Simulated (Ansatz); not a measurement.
# A hypothetical structure for Al2Si2Pb

Starting from a made-up structure for Al2Si2Pb, the aim is the relaxed cell, its shortest contacts and, where a second run follows, its electronic structure.

Method: DFT, PBEsol, plane-wave PAW, files of the set soft_1, scalar-relativistic, no spin, cell and ions relaxed at zero pressure; PAW set soft_1, in the first sound run; inputs show where later runs differ, in Ansatz 0.2.0.

### 1. Starting point

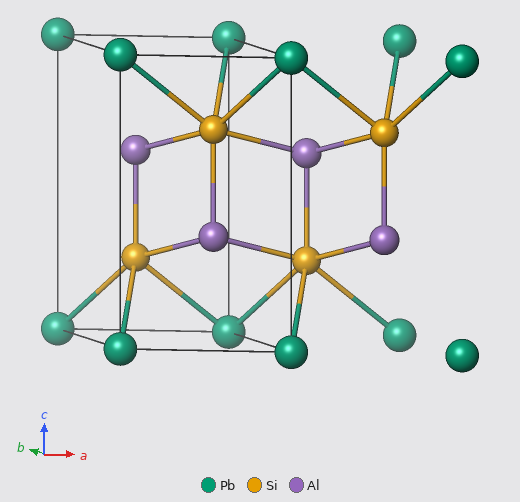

The starting structure, seen slightly off an axis (lead teal, silicon orange, aluminium purple). 2×1×1 cells are drawn. Bonds to atoms that aren't drawn are left out. Some periodic images of atoms are drawn too.

Coordinates:

```cif
data_structure
_symmetry_space_group_name_H-M 'P-3m1'
_symmetry_Int_Tables_number 164
_cell_length_a 4.0500
_cell_length_b 4.0500
_cell_length_c 6.9470
_cell_angle_alpha 90.000
_cell_angle_beta 90.000
_cell_angle_gamma 120.000
_cell_volume 98.68
loop_
_atom_site_label
_atom_site_type_symbol
_atom_site_symmetry_multiplicity
_atom_site_Wyckoff_symbol
_atom_site_fract_x
_atom_site_fract_y
_atom_site_fract_z
_atom_site_occupancy
Pb1 Pb 1 a 0.00000 0.00000 0.00000 1
Si1 Si 2 d 0.66667 0.33333 0.73040 1
Al1 Al 2 d 0.66667 0.33333 0.36570 1
```

### 2. Relaxing cell and atoms

The guess takes its coordinates from another compound and its volume from a rule, so the cell and any free coordinates are relaxed together.

The input, input.yaml:

```yaml
crystal:
  lattice:
    - [4.05, 0.0, 0.0]
    - [-2.025, 3.507402885, 0.0]
    - [0.0, 0.0, 6.947]
  atoms:
    - { symbol: Pb, position: [0.0, 0.0, 0.0] }
    - { symbol: Si, position: [0.666666667, 0.333333333, 0.7304] }
    - { symbol: Si, position: [0.333333333, 0.666666667, 0.2696] }
    - { symbol: Al, position: [0.666666667, 0.333333333, 0.3657] }
    - { symbol: Al, position: [0.333333333, 0.666666667, 0.6343] }
kpoints:
  mp_grid: { grid: [8, 8, 4] }
scf:
  occupations: { method: fermi_dirac, width: 0.05 }
hamiltonian:
  xc: pbesol
  pseudopotentials: { kind: paw, azcp: { folder: soft_1 }, xc_functional: pbe }
relax:
  f_tol: 0.015
  max_steps: 70
  cell: {}
output:
  forces: true
  stress: true
```

Started as:

```sh
$ ansatz run input.yaml --threads 4 --pin off --max-ram 8192MiB --backend cpu --events-out ev --progress --plain --runs-dir out
```

Numbers of over 12 decimals in the logs are rounded to 6 here.

Log:

```text
Engine: ansatz 0.2.0, x86_64-unknown-linux-gnu
Pseudopotentials: kind: paw
Pseudopotential: Pb, paw, valence charge 14, recommended cutoff 420 eV (normal), soft_1/Pb.paw.azcp
Pseudopotential: Si, paw, valence charge 4, recommended cutoff 420 eV (normal), soft_1/Si.paw.azcp
Pseudopotential: Al, paw, valence charge 3, recommended cutoff 420 eV (normal), soft_1/Al.paw.azcp
Functional definition: PBEsol
  exchange = pbesol_x
  correlation = pbesol_c
Crystal: 5 atoms, lattice volume = 98.682 Å³
Basis set: ecut = 420 eV, 1931 PW (Γ), exchange–correlation on 60×60×96 points (8 copies of the dense FFT grid, shifted against one another)
Bands: 19, of which v1, the nominal top of the filled ones, is band 14 counted from 1 (13 counted from 0)
Symmetry: 12 space group operations
Space group: P-3m1 (ITA 164), of the structure as read, at distance tolerance 4.6e-5 Å
k-points: 35 of 256
Non-local potential: Pb, projectors of the file, l = 0: 2, l = 1: 2, l = 2: 2, l = 3: 1
Non-local potential: Si, projectors of the file, l = 0: 2, l = 1: 2, l = 2: 1
Non-local potential: Al, projectors of the file, l = 0: 2, l = 1: 2, l = 2: 1
PAW form: soft (Blöchl's): semilocal exchange-correlation on the pseudo side does not see the compensation charge
PAW frozen core: Pb, regenerated for the run's functional, and the local potential with it (the file was generated under x = pbe(κ = 0.804, μ = 0.219515), c = pbe(β = 0.066725))
PAW frozen core: Si, regenerated for the run's functional, and the local potential with it (the file was generated under x = pbe(κ = 0.804, μ = 0.219515), c = pbe(β = 0.066725))
PAW frozen core: Al, regenerated for the run's functional, and the local potential with it (the file was generated under x = pbe(κ = 0.804, μ = 0.219515), c = pbe(β = 0.066725))
PAW one-centre angular grid: Pb, 590 points (default); XC on 64 Gauss nodes
PAW one-centre angular grid: Si, 110 points (default); XC on 64 Gauss nodes
PAW one-centre angular grid: Al, 110 points (default); XC on 64 Gauss nodes
Initial density: superposition of atomic densities (chi_scale 0.1, normalization cell, long waves kept (reshape's long-wave potential 0.17 eV rms))
Initial wavefunctions: pseudopotential atomic-orbital guess
Functional: x = pbesol(κ = 0.804, μ = 0.123457), c = pbesol(β = 0.046)
SCF iter   1: F=—  HF=-14051.049663 eV  |F-HF|=—  |Δ(HF+E_count)|=         —  Δρ=5.08e-2  dr2=1.17e1  ethr=3.10e-3  ⟨swp⟩=8.5  Hψ=4384  notcnv=0
preconditioner: auto → Kerker (q_TF=auto, 2.212 Å⁻¹)  [metal: Δε(μ)=0.018 eV  Ē_g=10.486 eV  σ=0.050 eV  W_gap=0.09  n_scr=22 (ndim 8)  ℏωp=19.8 eV  f_vac=0.000  D(μ)=1.39/eV (n_scr^D=2)]
SCF iter   2: F=—  HF=-14049.273436 eV  |F-HF|=—  |Δ(HF+E_count)|=    1.78e0  Δρ=3.00e-2  dr2=4.41e0  ethr=3.10e-3  ⟨swp⟩=4.0  Hψ=1731  notcnv=0  defer=8
SCF iter   3: F=—  HF=-14048.283450 eV  |F-HF|=—  |Δ(HF+E_count)|=   9.90e-1  Δρ=3.91e-3  dr2=3.76e-2  ethr=3.10e-3  ⟨swp⟩=4.3  Hψ=1580  notcnv=0  defer=7
SCF iter   4: F=—  HF=-14048.277776 eV  |F-HF|=—  |Δ(HF+E_count)|=   5.67e-3  Δρ=1.39e-3  dr2=3.15e-3  ethr=1.34e-4  ⟨swp⟩=3.4  Hψ=1324  notcnv=0  defer=9
SCF iter   5: F=—  HF=-14048.277363 eV  |F-HF|=—  |Δ(HF+E_count)|=   4.13e-4  Δρ=2.92e-4  dr2=2.81e-4  ethr=1.13e-5  ⟨swp⟩=2.5  Hψ=1001  notcnv=0  defer=9
SCF iter   6: F=—  HF=-14048.277330 eV  |F-HF|=—  |Δ(HF+E_count)|=   3.25e-5  Δρ=8.66e-5  dr2=1.23e-5  ethr=1.00e-6  ⟨swp⟩=2.1  Hψ=809  notcnv=0  defer=9
SCF iter   7: F=—  HF=-14048.277298 eV  |F-HF|=—  |Δ(HF+E_count)|=   3.19e-5  Δρ=1.96e-5  dr2=8.87e-7  ethr=4.38e-8  ⟨swp⟩=2.6  Hψ=1037  notcnv=0  defer=10
SCF iter   8: F=-14048.277299 eV  HF=-14048.277299 eV  |F-HF|=9.97e-9  |Δ(HF+E_count)|=   1.87e-7  Δρ=6.73e-6  dr2=7.99e-8  ethr=3.57e-10  ⟨swp⟩=5.0  Hψ=2423  notcnv=0
SCF 1 converged in 8 iterations: F = -14048.277299 eV  dr2 = 7.99e-8
  greatest PAW one-centre occupation: 0.979 electrons in one spin orbital (limit 2), on the Pb atom at site 0 (counted from 0), in its partial waves of l = 2
relax step   1: F+E_penalty+E_count = -14048.27729859 eV  Δ(F+E_penalty+E_count) = +0.000e0 eV  max|allowed force component| = 7.057e-1 eV/Å  Δτ_max = 0.0000 Å  P = +6.813 GPa  Ω = 98.682 Å³  (8 SCF iters, dr2 threshold 1.00e-7 eV, accepted)
Crystal: 5 atoms, lattice volume = 106.609 Å³
Basis set: ecut = 420 eV, 2029 PW (Γ), exchange–correlation on 60×60×96 points (8 copies of the dense FFT grid, shifted against one another)
Initial density: handed on by an earlier stage of this run
Initial wavefunctions: those handed on with the density
iter 1 solved again at ethr=3.05e-4 eV; its pass at ethr=3.10e-3 eV (dr2=8.54e-2 eV) is discarded
SCF iter   1: F=—  HF=-14048.487928 eV  |F-HF|=—  |Δ(HF+E_count)|=         —  Δρ=4.72e-3  dr2=8.78e-2  ethr=3.05e-4  ⟨swp⟩=1.5  Hψ=4608  notcnv=0
preconditioner: auto → Kerker (q_TF=auto, 2.183 Å⁻¹)  [metal: Δε(μ)=0.088 eV  Ē_g=11.368 eV  σ=0.050 eV  W_gap=0.38  n_scr=22 (ndim 8)  ℏωp=19.0 eV  f_vac=0.000  D(μ)=1.27/eV (n_scr^D=2)]
SCF iter   2: F=—  HF=-14048.473697 eV  |F-HF|=—  |Δ(HF+E_count)|=   1.42e-2  Δρ=2.69e-3  dr2=2.91e-2  ethr=3.05e-4  ⟨swp⟩=1.1  Hψ=670  notcnv=0
SCF iter   3: F=—  HF=-14048.467928 eV  |F-HF|=—  |Δ(HF+E_count)|=   5.77e-3  Δρ=3.93e-4  dr2=3.05e-4  ethr=1.04e-4  ⟨swp⟩=2.2  Hψ=974  notcnv=0
SCF iter   4: F=—  HF=-14048.467981 eV  |F-HF|=—  |Δ(HF+E_count)|=   5.37e-5  Δρ=1.34e-4  dr2=3.08e-5  ethr=1.09e-6  ⟨swp⟩=2.4  Hψ=947  notcnv=0
SCF iter   5: F=—  HF=-14048.467987 eV  |F-HF|=—  |Δ(HF+E_count)|=   5.34e-6  Δρ=3.36e-5  dr2=1.83e-6  ethr=1.10e-7  ⟨swp⟩=2.6  Hψ=1173  notcnv=0
SCF iter   6: F=-14048.467987 eV  HF=-14048.467987 eV  |F-HF|=5.78e-8  |Δ(HF+E_count)|=   1.73e-7  Δρ=7.59e-6  dr2=1.72e-7  ethr=1.79e-9  ⟨swp⟩=4.3  Hψ=2151  notcnv=0
SCF 2 converged in 6 iterations: F = -14048.467987 eV  dr2 = 1.72e-7
relax step   2: F+E_penalty+E_count = -14048.46798695 eV  Δ(F+E_penalty+E_count) = -1.907e-1 eV  max|allowed force component| = 3.644e-1 eV/Å  Δτ_max = 0.0484 Å  P = +0.250 GPa  Ω = 106.609 Å³  energy of the carried Pulay correction = -8.705e-4 eV  (6 SCF iters, dr2 threshold 5.00e-7 eV, accepted)
Crystal: 5 atoms, lattice volume = 106.134 Å³
Basis set: ecut = 420 eV, 2053 PW (Γ), exchange–correlation on 60×60×96 points (8 copies of the dense FFT grid, shifted against one another)
iter 1 solved again at ethr=2.36e-5 eV; its pass at ethr=3.10e-3 eV (dr2=6.60e-3 eV) is discarded
SCF iter   1: F=—  HF=-14048.495534 eV  |F-HF|=—  |Δ(HF+E_count)|=         —  Δρ=1.72e-3  dr2=6.23e-3  ethr=2.36e-5  ⟨swp⟩=1.7  Hψ=4629  notcnv=0
preconditioner: auto → Kerker (q_TF=auto, 2.185 Å⁻¹)  [metal: Δε(μ)=0.006 eV  Ē_g=11.319 eV  σ=0.050 eV  W_gap=0.03  n_scr=22 (ndim 8)  ℏωp=19.1 eV  f_vac=0.000  D(μ)=1.38/eV (n_scr^D=2)]
SCF iter   2: F=—  HF=-14048.494788 eV  |F-HF|=—  |Δ(HF+E_count)|=   7.46e-4  Δρ=1.02e-3  dr2=2.26e-3  ethr=2.23e-5  ⟨swp⟩=1.0  Hψ=665  notcnv=0
SCF iter   3: F=—  HF=-14048.494380 eV  |F-HF|=—  |Δ(HF+E_count)|=   4.08e-4  Δρ=8.76e-5  dr2=1.33e-5  ethr=8.06e-6  ⟨swp⟩=2.0  Hψ=783  notcnv=0
SCF iter   4: F=—  HF=-14048.494401 eV  |F-HF|=—  |Δ(HF+E_count)|=   2.04e-5  Δρ=2.73e-5  dr2=1.36e-6  ethr=4.74e-8  ⟨swp⟩=2.1  Hψ=939  notcnv=0
SCF iter   5: F=-14048.494401 eV  HF=-14048.494401 eV  |F-HF|=4.85e-8  |Δ(HF+E_count)|=   8.62e-8  Δρ=9.43e-6  dr2=2.42e-7  ethr=1.79e-9  ⟨swp⟩=4.4  Hψ=2131  notcnv=0
SCF 3 converged in 5 iterations: F = -14048.494401 eV  dr2 = 2.42e-7
relax step   3: F+E_penalty+E_count = -14048.49440058 eV  Δ(F+E_penalty+E_count) = -2.641e-2 eV  max|allowed force component| = 6.547e-2 eV/Å  Δτ_max = 0.0503 Å  P = -0.117 GPa  Ω = 106.134 Å³  energy of the carried Pulay correction = -8.202e-4 eV  (5 SCF iters, dr2 threshold 5.00e-7 eV, accepted)
Crystal: 5 atoms, lattice volume = 105.814 Å³
iter 1 solved again at ethr=8.45e-7 eV; its pass at ethr=3.10e-3 eV (dr2=2.37e-4 eV) is discarded
SCF iter   1: F=—  HF=-14048.496287 eV  |F-HF|=—  |Δ(HF+E_count)|=         —  Δρ=4.24e-4  dr2=2.51e-4  ethr=8.45e-7  ⟨swp⟩=2.6  Hψ=4391  notcnv=0
preconditioner: auto → Kerker (q_TF=auto, 2.186 Å⁻¹)  [metal: Δε(μ)=0.015 eV  Ē_g=11.320 eV  σ=0.050 eV  W_gap=0.08  n_scr=22 (ndim 8)  ℏωp=19.1 eV  f_vac=0.000  D(μ)=1.36/eV (n_scr^D=2)]
SCF iter   2: F=—  HF=-14048.496276 eV  |F-HF|=—  |Δ(HF+E_count)|=   1.14e-5  Δρ=2.48e-4  dr2=9.32e-5  ethr=8.45e-7  ⟨swp⟩=1.0  Hψ=665  notcnv=0
SCF iter   3: F=—  HF=-14048.496247 eV  |F-HF|=—  |Δ(HF+E_count)|=   2.90e-5  Δρ=2.42e-5  dr2=2.03e-6  ethr=3.33e-7  ⟨swp⟩=2.4  Hψ=933  notcnv=0
SCF iter   4: F=-14048.496246 eV  HF=-14048.496247 eV  |F-HF|=2.82e-7  |Δ(HF+E_count)|=   4.31e-7  Δρ=1.09e-5  dr2=4.43e-7  ethr=1.79e-9  ⟨swp⟩=4.7  Hψ=2190  notcnv=0
SCF 4 converged in 4 iterations: F = -14048.496246 eV  dr2 = 4.43e-7
relax step   4: F+E_penalty+E_count = -14048.49624635 eV  Δ(F+E_penalty+E_count) = -1.846e-3 eV  max|allowed force component| = 2.162e-2 eV/Å  Δτ_max = 0.0083 Å  P = -0.034 GPa  Ω = 105.814 Å³  energy of the carried Pulay correction = -7.861e-4 eV  (4 SCF iters, dr2 threshold 5.00e-7 eV, accepted)
Crystal: 5 atoms, lattice volume = 105.723 Å³
iter 1 solved again at ethr=1.96e-7 eV; its pass at ethr=3.10e-3 eV (dr2=5.48e-5 eV) is discarded
SCF iter   1: F=—  HF=-14048.496445 eV  |F-HF|=—  |Δ(HF+E_count)|=         —  Δρ=1.92e-4  dr2=6.44e-5  ethr=1.96e-7  ⟨swp⟩=2.4  Hψ=4272  notcnv=0
preconditioner: auto → Kerker (q_TF=auto, 2.186 Å⁻¹)  [metal: Δε(μ)=0.074 eV  Ē_g=11.317 eV  σ=0.050 eV  W_gap=0.32  n_scr=22 (ndim 8)  ℏωp=19.1 eV  f_vac=0.000  D(μ)=1.34/eV (n_scr^D=2)]
SCF iter   2: F=—  HF=-14048.496470 eV  |F-HF|=—  |Δ(HF+E_count)|=   2.52e-5  Δρ=1.12e-4  dr2=2.28e-5  ethr=1.96e-7  ⟨swp⟩=1.0  Hψ=666  notcnv=0
SCF iter   3: F=—  HF=-14048.496462 eV  |F-HF|=—  |Δ(HF+E_count)|=   8.67e-6  Δρ=1.33e-5  dr2=5.71e-7  ethr=8.13e-8  ⟨swp⟩=2.0  Hψ=901  notcnv=0
SCF iter   4: F=-14048.496462 eV  HF=-14048.496462 eV  |F-HF|=5.24e-8  |Δ(HF+E_count)|=   1.21e-7  Δρ=4.91e-6  dr2=8.08e-8  ethr=4.03e-10  ⟨swp⟩=5.0  Hψ=2350  notcnv=0
SCF 5 converged in 4 iterations: F = -14048.496462 eV  dr2 = 8.08e-8
relax step   5: F+E_penalty+E_count = -14048.49646159 eV  Δ(F+E_penalty+E_count) = -2.152e-4 eV  max|allowed force component| = 1.492e-3 eV/Å  Δτ_max = 0.0020 Å  P = +0.004 GPa  Ω = 105.723 Å³  energy of the carried Pulay correction = -7.764e-4 eV  (4 SCF iters, dr2 threshold 1.13e-7 eV, accepted)
Basis set: ecut = 420 eV, 2029 PW (Γ), exchange–correlation on 60×60×100 points (8 copies of the dense FFT grid, shifted against one another)
Initial wavefunctions: pseudopotential atomic-orbital guess (no wavefunctions were taken with the density)
iter 1 solved again at ethr=2.20e-7 eV; its pass at ethr=3.10e-3 eV (dr2=6.15e-5 eV) is discarded
SCF iter   1: F=—  HF=-14048.497494 eV  |F-HF|=—  |Δ(HF+E_count)|=         —  Δρ=7.23e-5  dr2=8.89e-7  ethr=2.20e-7  ⟨swp⟩=3.2  Hψ=6159  notcnv=0
preconditioner: auto → Kerker (q_TF=auto, 2.186 Å⁻¹)  [metal: Δε(μ)=0.075 eV  Ē_g=11.317 eV  σ=0.050 eV  W_gap=0.32  n_scr=22 (ndim 8)  ℏωp=19.1 eV  f_vac=0.000  D(μ)=1.34/eV (n_scr^D=2)]
SCF iter   2: F=—  HF=-14048.497482 eV  |F-HF|=—  |Δ(HF+E_count)|=   1.22e-5  Δρ=3.71e-5  dr2=2.43e-7  ethr=3.17e-9  ⟨swp⟩=2.1  Hψ=1149  notcnv=0
SCF iter   3: F=—  HF=-14048.497483 eV  |F-HF|=—  |Δ(HF+E_count)|=   5.52e-7  Δρ=5.18e-6  dr2=1.85e-8  ethr=8.67e-10  ⟨swp⟩=2.9  Hψ=1224  notcnv=0
SCF iter   4: F=—  HF=-14048.497483 eV  |F-HF|=—  |Δ(HF+E_count)|=   6.77e-9  Δρ=7.17e-7  dr2=1.83e-9  ethr=6.60e-11  ⟨swp⟩=2.5  Hψ=1068  notcnv=0
SCF iter   5: F=—  HF=-14048.497483 eV  |F-HF|=—  |Δ(HF+E_count)|=  1.09e-11  Δρ=2.05e-7  dr2=9.25e-11  ethr=6.52e-12  ⟨swp⟩=2.6  Hψ=986  notcnv=0
SCF iter   6: F=-14048.497483 eV  HF=-14048.497483 eV  |F-HF|=1.82e-12  |Δ(HF+E_count)|=  1.82e-12  Δρ=3.97e-8  dr2=2.55e-12  ethr=1.00e-12  ⟨swp⟩=4.2  Hψ=2130  notcnv=0
SCF 6 converged in 6 iterations: F = -14048.497483 eV  dr2 = 2.55e-12
relax step   6: F+E_penalty+E_count = -14048.49748277 eV  Δ(F+E_penalty+E_count) = -1.021e-3 eV  max|allowed force component| = 1.362e-3 eV/Å  Δτ_max = 0.0000 Å  P = +0.014 GPa  Ω = 105.723 Å³  stress off target by 1.72e-2 GPa  SCF on the basis re-selected at this cell (its energy is not comparable with the rows above)  (6 SCF iters)
basis re-selected at this cell: Δ(F+E_penalty+E_count) = -1.021e-3 eV, ΔP = +0.010 GPa vs the last step (what re-selecting the basis moved, of the pressure what is left beyond the Pulay correction that the steps carried, after the strain that the cell walked since its last selection, with what the two solves' SCF thresholds leave and, on support functions, any second-order correction that the steps lacked; it is no measure of the basis error at this ecutwfc). The dense FFT grid was sized anew with the basis: this SCF ran on 30×30×50 points, the steps before it on 30×30×48, so part of this shift can come from that change (see relax.cell in the input reference). [rest of the remark cut]
SCF converged after 6 iterations
Free energy (F): -14048.497483 eV
Harris-Foulkes:  -14048.497483 eV  (|F-HF|=1.82e-12)
Internal energy: -14048.486672 eV  (E = F + TS)
E sigma→0 (E₀):  -14048.492078 eV
Entropy (-TS):   -0.010810 eV (-2.162 meV/atom)
Fermi energy:    7.896557 eV
--- Per-component energies (eV) ---
  E_band       = -33.882487
  E_kinetic    = 417.753051
  E_local      = -1458.778574  (includes V_loc(G=0)·N_el)
  E_nonlocal   = 373.808176
  E_hartree    = 602.345978
  E_xc         = -390.290461
  E_vxc        = -291.653566  (∫ρ·V_xc dr)
  E_paw        = -12151.306493  (= ΣΔE_a)
  E_vpaw       = -279.703597  (= ΣTr[D̂ρ^β])
  E_aug_tail   = 0.000062  (compensation charges beyond the density's cutoff)
  E_ewald      = -1442.181982
  E_core_change = 0.163570  (= ΣΔE_core)
  E_smearing   = -0.010810  (= −TS)
  E_closure    = 0.000000  (closes the sum)
  Σ components = -14048.497483   (vs F -14048.497483, Δ=0.00e0)
--- Forces (eV/Å), atoms counted from 1 ---
  atom   1  Pb     0.00000000     0.00000000     0.00000000
  atom   2  Si     0.00000000    -0.00000000     0.00136209
  atom   3  Si    -0.00000000     0.00000000    -0.00136209
  atom   4  Al     0.00000000    -0.00000000    -0.00015174
  atom   5  Al     0.00000000     0.00000000     0.00015174
  max |Σ_I F_I| component: 1.85e-17 eV/Å
--- Stress (GPa, compression-positive) ---
        0.011831       0.000000       0.000000
        0.000000       0.011831      -0.000000
        0.000000      -0.000000       0.017163
  P = ⅓ Tr σ = 0.0136 GPa (0.136 kbar)
--- Relaxed structure (5 steps of the walk, 5 accepted, 1 SCFs on fresh bases) ---
  F+E_penalty+E_count = -14048.49748277 eV   max|allowed force component| = 1.362e-3 eV/Å   (the final SCF, on the basis selected at the relaxed cell)
  cell:  # Å, volume = 105.7225 Å³
    - [4.100093, 0, 1.7294786667208482e-17]
    - [-2.050047, 3.550785, -8.647393333604241e-18]
    - [2.9665897032764856e-17, 0, 7.261885]
  atoms:
    - { symbol: Pb, position: [0, 0, -1.9976663031257318e-19] }
    - { symbol: Si, position: [0.666667, 0.333333, 0.738968] }
    - { symbol: Si, position: [0.333333, 0.666667, 0.261032] }
    - { symbol: Al, position: [0.666667, 0.333333, 0.379357] }
    - { symbol: Al, position: [0.333333, 0.666667, 0.620643] }
```

Elapsed: 5.7 s, on 4 threads of Intel Xeon Platinum 8488C (Sapphire Rapids), shared host; peak memory 0.49 GiB.

The steps of the relaxation:

| step | energy less that of the first step (eV) | largest force component (eV/Å) | pressure (GPa) | volume (Å³) |
| --- | --- | --- | --- | --- |
| 1 | 0.0000 | 0.7057 | 6.81 | 98.68 |
| 2 | -0.1907 | 0.3644 | 0.25 | 106.61 |
| 3 | -0.2171 | 0.0655 | -0.12 | 106.13 |
| 4 | -0.2189 | 0.0216 | -0.03 | 105.81 |
| 5 | -0.2192 | 0.0015 | 0.00 | 105.72 |
| 6* | -0.2202 | 0.0014 | 0.01 | 105.72 |

Relaxation steps marked * repeat the geometry before them on a plane-wave basis chosen anew for their cell, so energy and pressure can jump there.

Forces are held to the 12 operations that the run works with; a distortion that breaks them can't arise in this run.

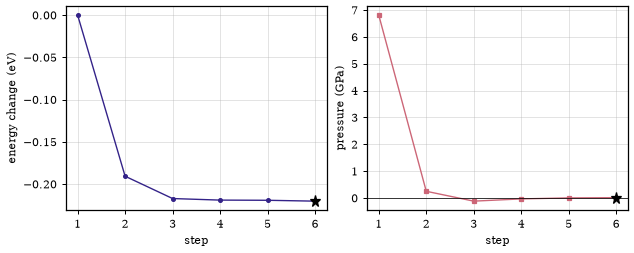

Energy and pressure along the relaxation. Stars mark steps on a basis chosen anew.

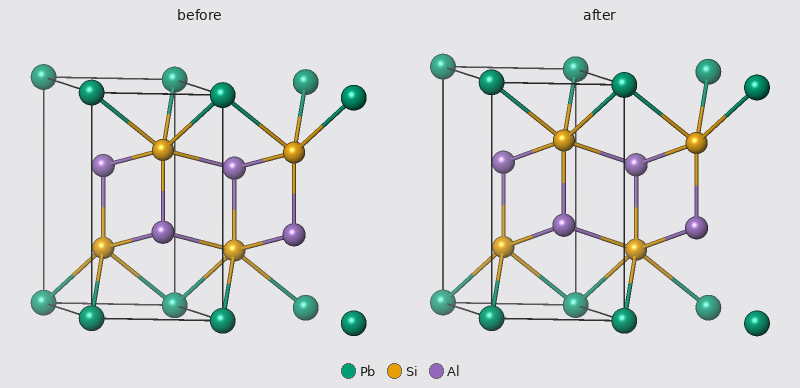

Before and after, at one scale. Bonds to atoms that aren't drawn are left out.

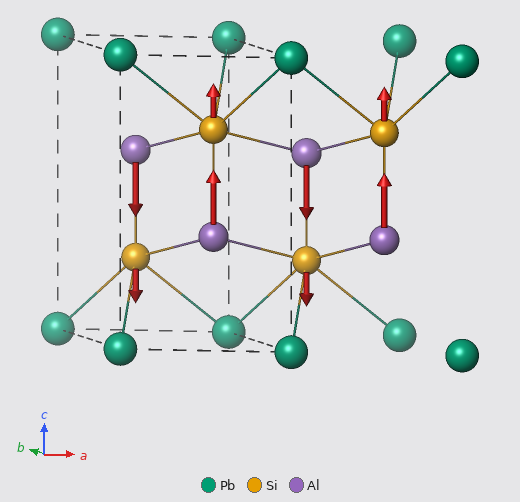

Displacements in the relaxation, exaggerated, measured against the changing cell; the longest in the cell stands for 0.10 Å. Bonds to atoms that aren't drawn are left out. 2×1×1 cells are drawn. Some periodic images of atoms are drawn too.

| conventional cell, symmetrised | before | after | change |
| --- | --- | --- | --- |
| a (Å) | 4.050 | 4.100 | +1.2 % |
| b (Å) | 4.050 | 4.100 | +1.2 % |
| c (Å) | 6.947 | 7.262 | +4.5 % |
| volume (Å³/atom) | 19.74 | 21.14 | +7.1 % |

The atoms that moved most (Å, as changes of fractional coordinates times the final cell):

| atom | dx | dy | dz | length |
| --- | --- | --- | --- | --- |
| Al4 | 0.000 | 0.000 | 0.099 | 0.099 |
| Al5 | 0.000 | 0.000 | -0.099 | 0.099 |
| Si2 | 0.000 | 0.000 | 0.062 | 0.062 |
| Si3 | 0.000 | 0.000 | -0.062 | 0.062 |

Numbers from this step:

```yaml
free_energy: -14048.4975 eV
energy_at_zero_smearing: -14048.4921 eV
smearing_term_ts: 0.01081 eV
fermi_energy: 7.897 eV
electrons: 28
symmetry_operations: 12
pressure: 0.01361 GPa
```

The shortest distance of each pair, which need not be the same contact before and after:

| pair | guess (Å) | relaxed (Å) |
| --- | --- | --- |
| Al–Si | 2.432 | 2.518 |
| Al–Al | 2.992 | 2.945 |
| Pb–Si | 2.996 | 3.033 |
| Al–Pb | 3.453 | 3.632 |
| Pb–Pb | 4.050 | 4.100 |

The relaxation ends with a largest force component of 0.0014 eV/Å and a pressure of 0.01 GPa.

(Continued in part 2 of 2.)

[Logs are printed without paths, hosts, clocks, repeated set-up lines and the standing remarks that a program may print on its own settings, such as how far it seeks lower states.]

[Hosts, paths, dates, database ids (printed as entryN), source tags and the programs' standing remarks are cut or masked in the printed files.]
